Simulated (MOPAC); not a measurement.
Single-point calculation of C₂H₁₀BNSi₂ (charge +1)

The run: single-point calculation of C₂H₁₀BNSi₂, charge +1, multiplicity 2. Method and program: PM6, unrestricted (MOPAC 23.2.5).

The geometry was optimised with PM6.

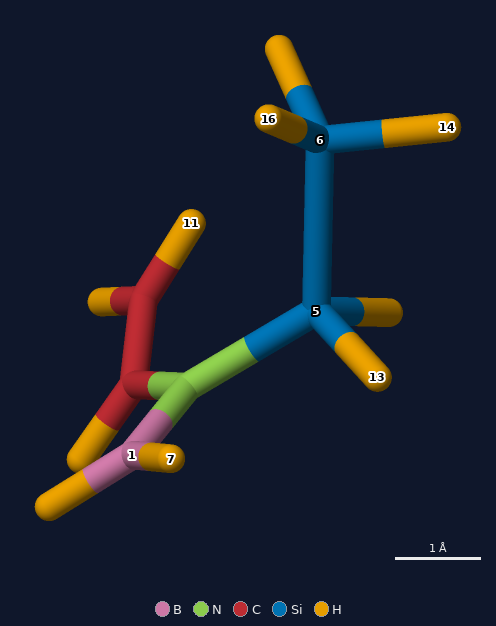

**Figure 1.** The input geometry (stick view, seen at a tilt; atoms are numbered from 1 in the order of the input).

## Input file (run.mop)
```
PM6 UHF 1SCF DOUBLET DISP CHARGE=1 AUX(PRECISION=6) T=10M THREADS=1
PM6 energy

B     -1.812344 +1    -1.090727 +1    -0.893312 +1
N     -0.496490 +1    -0.820407 +1    -0.413279 +1
C      0.566482 +1    -1.280129 +1    -1.258418 +1
C      1.791303 +1    -0.745882 +1    -1.287253 +1
Si    -0.215574 +1     0.033444 +1     1.157378 +1
Si     0.005580 +1     2.153025 +1     1.332462 +1
H     -2.744656 +1    -0.708563 +1    -0.259192 +1
H     -1.980468 +1    -1.680771 +1    -1.912066 +1
H      0.295862 +1    -2.124347 +1    -1.912692 +1
H      2.567813 +1    -1.128606 +1    -1.933615 +1
H      2.130549 +1     0.092608 +1    -0.697658 +1
H      1.002273 +1    -0.561714 +1     1.789950 +1
H     -1.375315 +1    -0.301304 +1     2.042198 +1
H      0.176919 +1     2.234271 +1     2.834025 +1
H      1.216258 +1     2.781776 +1     0.704726 +1
H     -1.184307 +1     2.992548 +1     0.964642 +1
```

Machine: 1 thread of Arm Neoverse N1, 60 GiB of memory available, shared host.

Launched with:
```bash
mopac run.mop
```

## What the program printed
```
MOPAC v23.2.5
PM6 CALCULATION RESULTS

 *  PM6        - The PM6 Hamiltonian to be used
 *  DOUBLET    - SPIN STATE DEFINED AS A DOUBLET
 *  UHF        - UNRESTRICTED HARTREE-FOCK CALCULATION
 *
 *
 *
 *                 CHARGE ON SYSTEM = +1
 *
 *
 *
 *  1SCF       - DO 1 SCF AND THEN STOP
 *  THREADS=1  - MULTI-THREADING NOT USED
 *  AUX        - OUTPUT AUXILIARY INFORMATION
 *  DISP       - PRINT DISPERSION AND HYDROGEN BOND ENERGIES
PM6 UHF 1SCF DOUBLET DISP CHARGE=1 AUX(PRECISION=6) T=10M THREADS=1
 PM6 energy

   ATOM   CHEMICAL          X               Y               Z
  NUMBER   SYMBOL      (ANGSTROMS)     (ANGSTROMS)     (ANGSTROMS)

     1       B         -1.81234400  *  -1.09072700  *  -0.89331200  *
     2       N         -0.49649000  *  -0.82040700  *  -0.41327900  *
     3       C          0.56648200  *  -1.28012900  *  -1.25841800  *
     4       C          1.79130300  *  -0.74588200  *  -1.28725300  *
     5      Si         -0.21557400  *   0.03344400  *   1.15737800  *
     6      Si          0.00558000  *   2.15302500  *   1.33246200  *
     7       H         -2.74465600  *  -0.70856300  *  -0.25919200  *
     8       H         -1.98046800  *  -1.68077100  *  -1.91206600  *
     9       H          0.29586200  *  -2.12434700  *  -1.91269200  *
    10       H          2.56781300  *  -1.12860600  *  -1.93361500  *
    11       H          2.13054900  *   0.09260800  *  -0.69765800  *
    12       H          1.00227300  *  -0.56171400  *   1.78995000  *
    13       H         -1.37531500  *  -0.30130400  *   2.04219800  *
    14       H          0.17691900  *   2.23427100  *   2.83402500  *
    15       H          1.21625800  *   2.78177600  *   0.70472600  *
    16       H         -1.18430700  *   2.99254800  *   0.96464200  *

          CARTESIAN COORDINATES

    NO.       ATOM           X           Y           Z

     1         B         -1.8123     -1.0907     -0.8933
     2         N         -0.4965     -0.8204     -0.4133
     3         C          0.5665     -1.2801     -1.2584
     4         C          1.7913     -0.7459     -1.2873
     5        Si         -0.2156      0.0334      1.1574
     6        Si          0.0056      2.1530      1.3325
     7         H         -2.7447     -0.7086     -0.2592
     8         H         -1.9805     -1.6808     -1.9121
     9         H          0.2959     -2.1243     -1.9127
    10         H          2.5678     -1.1286     -1.9336
    11         H          2.1305      0.0926     -0.6977
    12         H          1.0023     -0.5617      1.7900
    13         H         -1.3753     -0.3013      2.0422
    14         H          0.1769      2.2343      2.8340
    15         H          1.2163      2.7818      0.7047
    16         H         -1.1843      2.9925      0.9646

           Empirical Formula: C2 H10 N B Si2  =    16 atoms

      MOLECULAR POINT GROUP   :   C1

 DOUBLET STATE CALCULATION

          UHF CALCULATION, NO. OF ALPHA ELECTRONS =   17
                           NO. OF BETA  ELECTRONS =   16

 -------------------------------------------------------------------------------
 PM6 UHF 1SCF DOUBLET DISP CHARGE=1 AUX(PRECISION=6) T=10M THREADS=1
 PM6 energy

     1SCF WAS SPECIFIED, SO BFGS WAS NOT USED
     SCF FIELD WAS ACHIEVED

                              PM6 CALCULATION

          FINAL HEAT OF FORMATION =        202.69075 KCAL/MOL =     848.05810 KJ/MOL

          TOTAL ENERGY            =     -17364.72846 KCAL/MOL = ELECTRONIC ENERGY + CORE-CORE REPULSION
          ENERGY OF ATOMS         =      17567.91912 KCAL/MOL
                              SUM =        203.19066 KCAL/MOL
          DISPERSION ENERGY       =          0.00000 KCAL/MOL
          MM CORRECTION FOR >N-   =         -0.49990 KCAL/MOL
                              SUM =        202.69075 KCAL/MOL = FINAL HEAT OF FORMATION

          TOTAL ENERGY            =       -753.00590 EV
          ELECTRONIC ENERGY       =      -3217.22988 EV
          CORE-CORE REPULSION     =       2464.22398 EV
          COSMO AREA              =        172.76 SQUARE ANGSTROMS
          COSMO VOLUME            =        178.12 CUBIC ANGSTROMS

          IONIZATION POTENTIAL    =         13.397068 EV
          ALPHA SOMO LUMO (EV)    =        -13.655 -5.419
          BETA  SOMO LUMO (EV)    =        -13.397 -8.373
          NO. OF ALPHA ELECTRONS  =         17
          NO. OF BETA  ELECTRONS  =         16
          MOLECULAR WEIGHT        =        115.0887         POINT GROUP:  C1

          MOLECULAR DIMENSIONS (Angstroms)

            Atom       Atom       Distance
            H    14    H     8     6.51976
            H    10    H     7     5.57855
            H    12    H    16     3.58371

          SCF CALCULATIONS        =          1

          WALL-CLOCK TIME         =      0.035 SECONDS
          COMPUTATION TIME        =      0.036 SECONDS

   ATOM   CHEMICAL          X               Y               Z
  NUMBER   SYMBOL      (ANGSTROMS)     (ANGSTROMS)     (ANGSTROMS)

     1       B         -1.81234400  *  -1.09072700  *  -0.89331200  *
     2       N         -0.49649000  *  -0.82040700  *  -0.41327900  *
     3       C          0.56648200  *  -1.28012900  *  -1.25841800  *
     4       C          1.79130300  *  -0.74588200  *  -1.28725300  *
     5      Si         -0.21557400  *   0.03344400  *   1.15737800  *
     6      Si          0.00558000  *   2.15302500  *   1.33246200  *
     7       H         -2.74465600  *  -0.70856300  *  -0.25919200  *
     8       H         -1.98046800  *  -1.68077100  *  -1.91206600  *
     9       H          0.29586200  *  -2.12434700  *  -1.91269200  *
    10       H          2.56781300  *  -1.12860600  *  -1.93361500  *
    11       H          2.13054900  *   0.09260800  *  -0.69765800  *
    12       H          1.00227300  *  -0.56171400  *   1.78995000  *
    13       H         -1.37531500  *  -0.30130400  *   2.04219800  *
    14       H          0.17691900  *   2.23427100  *   2.83402500  *
    15       H          1.21625800  *   2.78177600  *   0.70472600  *
    16       H         -1.18430700  *   2.99254800  *   0.96464200  *

                             CARTESIAN COORDINATES

   1    B       -1.812344000    -1.090727000    -0.893312000
   2    N       -0.496490000    -0.820407000    -0.413279000
   3    C        0.566482000    -1.280129000    -1.258418000
   4    C        1.791303000    -0.745882000    -1.287253000
   5   Si       -0.215574000     0.033444000     1.157378000
   6   Si        0.005580000     2.153025000     1.332462000
   7    H       -2.744656000    -0.708563000    -0.259192000
   8    H       -1.980468000    -1.680771000    -1.912066000
   9    H        0.295862000    -2.124347000    -1.912692000
  10    H        2.567813000    -1.128606000    -1.933615000
  11    H        2.130549000     0.092608000    -0.697658000
  12    H        1.002273000    -0.561714000     1.789950000
  13    H       -1.375315000    -0.301304000     2.042198000
  14    H        0.176919000     2.234271000     2.834025000
  15    H        1.216258000     2.781776000     0.704726000
  16    H       -1.184307000     2.992548000     0.964642000

           Empirical Formula: C2 H10 N B Si2  =    16 atoms

      MOLECULAR POINT GROUP   :   C1

          ALPHA EIGENVALUES
 -35.38672 -30.10565 -25.79115 -24.15792 -22.78025 -21.47402 -19.46262 -19.07665
 -17.51456 -16.89941 -16.77274 -16.59018 -15.96019 -15.76459 -14.73139 -14.01928
 -13.65459  -5.41915  -5.20179  -4.58680  -3.84421  -3.80159  -3.49529  -3.42324
  -3.25456  -3.10149  -2.97547  -2.66069  -2.58831  -2.18569  -1.92105  -1.05427
  -0.97276  -0.40414  -0.29106  -0.07527   0.03005   0.31933   1.27546   1.55227
   1.62932   2.28137   2.46302   2.69496

           BETA EIGENVALUES
 -35.07577 -30.00880 -25.50052 -23.92125 -22.62209 -21.16417 -19.18322 -19.01774
 -17.17132 -16.71944 -16.37422 -16.32263 -15.66049 -15.33875 -14.63738 -13.39707
  -8.37326  -5.26183  -5.02843  -4.54261  -3.93240  -3.75313  -3.46590  -3.36107
  -3.20390  -3.07111  -2.87619  -2.58538  -2.54441  -2.06648  -1.76426  -0.76745
  -0.74878  -0.25775  -0.09928   0.06477   0.20070   0.40921   1.29443   1.56225
   1.66568   2.29781   2.48080   2.72294

              NET ATOMIC CHARGES AND DIPOLE CONTRIBUTIONS

  ATOM NO.   TYPE          CHARGE      No. of ELECS.   s-Pop       p-Pop       d-Pop
    1          B           0.041524        2.9585     1.10793     1.85055
    2          N          -0.422264        5.4223     1.53411     3.88816
    3          C           0.014450        3.9856     1.10853     2.87702
    4          C          -0.366908        4.3669     1.12276     3.24415
    5         Si           0.608229        3.3918     1.17687     1.63601     0.57889
    6         Si           0.509210        3.4908     1.20654     1.84329     0.44096
    7          H           0.048259        0.9517     0.95174
    8          H           0.067152        0.9328     0.93285
    9          H           0.187186        0.8128     0.81281
   10          H           0.195918        0.8041     0.80408
   11          H           0.159158        0.8408     0.84084
   12          H           0.004591        0.9954     0.99541
   13          H           0.015161        0.9848     0.98484
   14          H          -0.013461        1.0135     1.01346
   15          H          -0.025025        1.0250     1.02502
   16          H          -0.023178        1.0232     1.02318
 DIPOLE           X         Y         Z       TOTAL
 POINT-CHG.     0.012     2.939     3.479     4.554
 HYBRID         0.246    -0.333    -0.881     0.974
 SUM            0.258     2.606     2.598     3.688

          ATOMIC ORBITAL ELECTRON POPULATIONS

     Atom    s        px        py        pz      x^2-y^2     xz        z^2       yz        xy
    1  B   1.10793   0.71957   0.39827   0.73270
    2  N   1.53411   1.18518   1.37366   1.32931
    3  C   1.10853   0.90581   1.01193   0.95928
    4  C   1.12276   1.04619   1.09854   1.09942
    5 Si   1.17687   0.68079   0.49950   0.45572   0.12259   0.19103   0.11042   0.10849   0.04634
    6 Si   1.20654   0.70031   0.47143   0.67155   0.07187   0.07204   0.15812   0.02486   0.11407
    7  H   0.95174
    8  H   0.93285
    9  H   0.81281
   10  H   0.80408
   11  H   0.84084
   12  H   0.99541
   13  H   0.98484
   14  H   1.01346
   15  H   1.02502
   16  H   1.02318

                    (SZ)    =    0.500000
                    (S**2)  =    0.768544

          ATOMIC ORBITAL SPIN POPULATIONS

    Atom   Total    s     px     py     pz   x^2-y^2  xz     z^2    yz     xy
         Atomic
    1  B -0.0045 -0.002 -0.008 -0.006  0.011
    2  N  0.2015  0.011  0.011  0.165  0.015
    3  C -0.0928 -0.005 -0.012 -0.028 -0.048
    4  C  0.1269  0.003  0.018  0.038  0.068
    5 Si  0.1962 -0.008 -0.030  0.139 -0.007  0.079 -0.004  0.023 -0.002  0.006
    6 Si  0.2557  0.004 -0.016  0.206  0.003  0.040 -0.002  0.008  0.011  0.003
    7  H  0.0004  0.000
    8  H  0.0040  0.004
    9  H  0.0081  0.008
   10  H -0.0045 -0.005
   11  H -0.0036 -0.004
   12  H  0.0750  0.075
   13  H  0.0956  0.096
   14  H  0.0412  0.041
   15  H  0.0522  0.052
   16  H  0.0487  0.049

 *                    *
 * JOB ENDED NORMALLY *
 *                    *

 TOTAL JOB TIME:             0.05 SECONDS

 == MOPAC DONE ==
```

## Summary

| quantity | value |
| --- | --- |
| outcome | converged |
| total energy | −27.672456 hartree |
| dispersion energy | 0.000000 hartree |
| heat of formation | 202.69 kcal/mol |
| basis functions | 44 |
| ⟨S²⟩ | 0.769 |
| peak memory | 0.076 GiB |

MOPAC's energies along a path are heats of formation.
